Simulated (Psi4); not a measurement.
# C2H4GaN (SMILES N=C=[CH][GaH2]): M06-L/aug-cc-pVDZ

What is the vertical ionisation energy of C2H4GaN at M06-L/aug-cc-pVDZ? 

The results are computed with Psi4 1.11.

4 further runs of the same task are left out: 4 set aside as unsound or not needed. Runs told in other sessions of the task aren't counted.

## (1) The molecule

C2H4GaN has 8 atoms, charge 0, and is taken as a singlet. SMILES: `N=C=[CH][GaH2]`. The shape is that of a PBE0-D4/def2-TZVP optimisation.

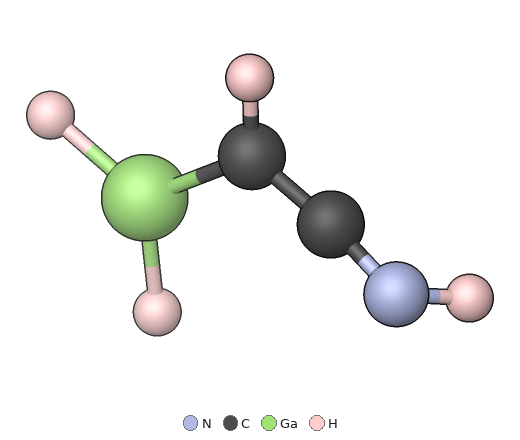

The structure, seen from a chosen angle (nitrogen light blue, carbon dark grey, gallium green, hydrogen pink).

## (2) A single-point energy at M06-L/aug-cc-pVDZ

calc.py

```python
import psi4

psi4.set_memory(1600000000)
psi4.set_num_threads(1)
psi4.core.set_output_file('psi4.out', False)

molecule = psi4.geometry("""
0 1
N      0.336900     2.061700    -0.854600
C      0.365600     1.114900    -0.096000
C      0.472300     0.025700     0.622800
Ga    -0.381300    -1.593600     0.007200
H     -0.411400     2.740600    -0.770200
H      1.040500     0.073900     1.545200
H     -0.231900    -2.886400     0.876300
H     -1.190600    -1.536800    -1.330700
units angstrom
symmetry c1
""")

psi4.set_options({
    'basis': 'aug-cc-pVDZ',
    'puream': True,
    'scf_type': 'pk',
    'dft_radial_points': 35,
    'dft_spherical_points': 110,
})

E = psi4.energy("m06-l")
print('E =', round(E, 9))
for k, v in sorted(psi4.core.scalar_variables().items()):
    print(f'{k:45s} {v:18.10f}')
```

Command:

```bash
$ python calc.py
```

psi4.out:

```text
[...]
  Running in c1 symmetry.
[...]
  Nuclear repulsion =  206.759086002099480
[...]
  Multiplicity = 1
[...]
  Nalpha       = 27
  Nbeta        = 27
[...]
    Number of basis functions: 141
[...]
   @RKS iter   1: -2057.00525326767138   -2.92453e+00   9.82397e-03 ADIIS/DIIS
[...]
   @RKS iter  11: -2058.06683391714432   -7.59419e-08   5.05623e-07 DIIS
[...]
    Orbital Energies [Eh]
    ---------------------
    Doubly Occupied:
       1A   -371.758772     2A    -45.937364     3A    -40.578517
       4A    -40.574347     5A    -40.574255     6A    -14.205048
       7A    -10.133502     8A    -10.049675     9A     -5.524909
      10A     -3.759766    11A     -3.747024    12A     -3.745951
      13A     -0.905770    14A     -0.773813    15A     -0.766656
      16A     -0.765500    17A     -0.764070    18A     -0.760557
      19A     -0.708572    20A     -0.536317    21A     -0.443576
      22A     -0.425916    23A     -0.360703    24A     -0.343185
      25A     -0.275577    26A     -0.269778    27A     -0.225814
[...]
  @RKS Final Energy: -2058.06683391714432
   => Energetics <=
    Nuclear Repulsion Energy =            206.7590860020994796
    One-Electron Energy =               -3273.6346846031010500
    Two-Electron Energy =                1102.9791371978651568
    DFT Exchange-Correlation Energy =     -94.1703725140079655
    Empirical Dispersion Energy =           0.0000000000000000
    VV10 Nonlocal Energy =                  0.0000000000000000
    Total Energy =                      -2058.0668339171443222
[...]
 Multipole Moments:
 ------------------------------------------------------------------------------------
     Multipole            Electronic (a.u.)      Nuclear  (a.u.)        Total (a.u.)
 ------------------------------------------------------------------------------------
 L = 1.  Multiply by 2.5417464519 to convert [e a0] to [Debye]
 Dipole X            :         -1.7608308            1.4401175           -0.3207132
 Dipole Y            :         -6.9551333            7.1772559            0.2221226
 Dipole Z            :          0.2303066            0.1342795            0.3645861
 Magnitude           :                                                    0.5339648
[...]
```

On the terminal:

```text
E = -2058.066833917
CURRENT ENERGY                                  -2058.0668339171
CURRENT REFERENCE ENERGY                        -2058.0668339171
DD SOLVATION ENERGY                                 0.0000000000
DFT FUNCTIONAL TOTAL ENERGY                     -2058.0668339171
DFT TOTAL ENERGY                                -2058.0668339171
DFT VV10 ENERGY                                     0.0000000000
DFT XC ENERGY                                     -94.1703725140
GRID ELECTRONS ALPHA                               26.9994360036
GRID ELECTRONS BETA                                26.9994360036
GRID ELECTRONS TOTAL                               53.9988720072
NUCLEAR REPULSION ENERGY                          206.7590860021
ONE-ELECTRON ENERGY                             -3273.6346846031
PCM POLARIZATION ENERGY                             0.0000000000
PE ENERGY                                           0.0000000000
SCF ITERATION ENERGY                            -2058.0668339171
SCF ITERATIONS                                     11.0000000000
SCF TOTAL ENERGY                                -2058.0668339171
TWO-ELECTRON ENERGY                              1102.9791371979
XC GRID RADIAL POINTS                              35.0000000000
XC GRID SPHERICAL POINTS                          110.0000000000
XC GRID TOTAL POINTS                            30201.0000000000
```

It took 17 s on 1 thread of Intel Xeon 6975P-C (Granite Rapids), shared host; peak memory 1.2 GiB.

## (3) The doublet cation, same level

c2h4gan.py

```python
import psi4

psi4.set_memory(1600000000)
psi4.set_num_threads(1)
psi4.set_output_file('c2h4gan.out', False)

geom = psi4.geometry("""
1 2
N      0.336900     2.061700    -0.854600
C      0.365600     1.114900    -0.096000
C      0.472300     0.025700     0.622800
Ga    -0.381300    -1.593600     0.007200
H     -0.411400     2.740600    -0.770200
H      1.040500     0.073900     1.545200
H     -0.231900    -2.886400     0.876300
H     -1.190600    -1.536800    -1.330700
symmetry c1
""")

psi4.set_options({
    'basis': 'aug-cc-pVDZ',
    'reference': 'uks',
    'puream': True,
    'scf_type': 'pk',
    'dft_radial_points': 35,
    'dft_spherical_points': 110,
    'maxiter': 100,
})

energy_value, wavefunction = psi4.energy('m06-l', return_wfn=True)
print(f'total energy {energy_value:.8f} hartree = {energy_value * 27.211386:.5f} eV')
```

Command:

```bash
$ python c2h4gan.py
```

c2h4gan.out:

```text
[...]
  Running in c1 symmetry.
[...]
  Nuclear repulsion =  206.759086002099480
[...]
  Multiplicity = 2
[...]
  Nalpha       = 27
  Nbeta        = 26
[...]
    Number of basis functions: 141
[...]
   @UKS iter   1: -2056.86816782813094   -2.78744e+00   9.04600e-03 ADIIS/DIIS
[...]
   @UKS iter  12: -2057.73185525150257   -1.38503e-07   7.57559e-07 DIIS
[...]
   @S^2 Observed:                7.621733198E-01
[...]
    Orbital Energies [Eh]
    ---------------------
    Alpha Occupied:
       1A   -371.958530     2A    -46.137214     3A    -40.778557
       4A    -40.774486     5A    -40.773532     6A    -14.485250
       7A    -10.403339     8A    -10.342949     9A     -5.725056
      10A     -3.960548    11A     -3.948726    12A     -3.943676
      13A     -1.170286    14A     -1.010194    15A     -0.969703
      16A     -0.969012    17A     -0.964105    18A     -0.960301
      19A     -0.955383    20A     -0.793570    21A     -0.706001
      22A     -0.660418    23A     -0.634787    24A     -0.572854
      25A     -0.515790    26A     -0.500005    27A     -0.450117
    Alpha Virtual:
[...]
  @UKS Final Energy: -2057.73185525150257
   => Energetics <=
    Nuclear Repulsion Energy =            206.7590860020994796
    One-Electron Energy =               -3261.4998001995049890
    Two-Electron Energy =                1090.8925244230488261
    DFT Exchange-Correlation Energy =     -93.8836654771462094
    Empirical Dispersion Energy =           0.0000000000000000
    VV10 Nonlocal Energy =                  0.0000000000000000
    Total Energy =                      -2057.7318552515025658
  UHF NO Occupations:
  HONO-2 :   25  A 1.9988353
  HONO-1 :   26  A 1.9958604
[...]
 Multipole Moments:
 ------------------------------------------------------------------------------------
     Multipole            Electronic (a.u.)      Nuclear  (a.u.)        Total (a.u.)
 ------------------------------------------------------------------------------------
 L = 1.  Multiply by 2.5417464519 to convert [e a0] to [Debye]
 Dipole X            :         -1.1581124            1.4401175            0.2820051
 Dipole Y            :         -5.1375307            7.1772559            2.0397251
 Dipole Z            :          0.2599268            0.1342795            0.3942063
 Magnitude           :                                                    2.0965219
[...]
```

The script printed:

```text
total energy -2057.73185525 hartree = -55993.73580 eV
```

Run time: 20 s. Hardware: 1 thread of Intel Xeon 6975P-C (Granite Rapids), shared host; peak memory 1.2 GiB.

## (4) Summary of results

At M06-L/aug-cc-pVDZ:

| quantity | value |
| --- | --- |
| singlet C2H4GaN: total energy | -2058.06683 Eh |
| singlet C2H4GaN: dipole moment | 1.36 D |
| singlet C2H4GaN: HOMO energy | -6.14 eV |
| singlet C2H4GaN: LUMO energy | -1.91 eV |
| singlet C2H4GaN: HOMO–LUMO gap | 4.24 eV |
| doublet cation: total energy | -2057.73186 Eh |
| doublet cation: HOMO energy (highest over α and β) | -12.25 eV |
| doublet cation: LUMO energy (lowest over α and β) | -11.99 eV |
| doublet cation: ⟨S²⟩ | 0.762 |
| vertical ionisation energy (to the doublet cation) | 9.115 eV |

The vertical ionisation energy comes to 9.12 eV (879 kJ/mol). −ε(HOMO) before ionisation, 6.14 eV, is 2.97 eV below this ionisation energy.
